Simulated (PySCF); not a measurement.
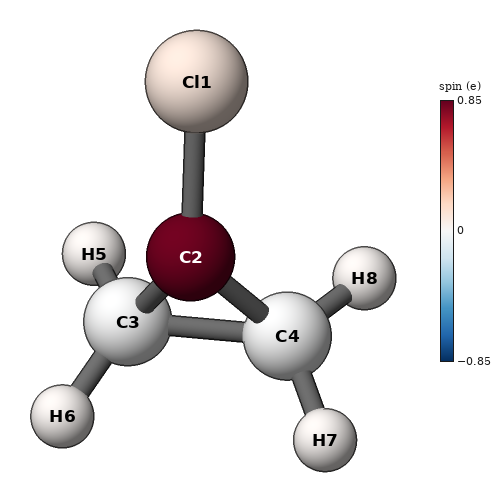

Atoms are coloured by their Mulliken spin populations. State: neutral, doublet. The computed structure is the end point of a GFN2-xTB optimisation. No frequency run is at hand to confirm it as a minimum. Properties computed with UKS B3LYP, pcH-1 on C Cl H, non-relativistic (PySCF 2.14.0).

### Which atom carries the largest spin population?

C2 (0.82 e).

### Which atom has the lowest spin population?

C3, C4 (0.00 e).

Give the Mulliken spin populations atom by atom.

```
atom  value (e)
 Cl1       0.10
  C2       0.82
  C3       0.00
  C4       0.00
  H5       0.02
  H6       0.02
  H7       0.02
  H8       0.02
```

Mulliken values depend strongly on the basis set.
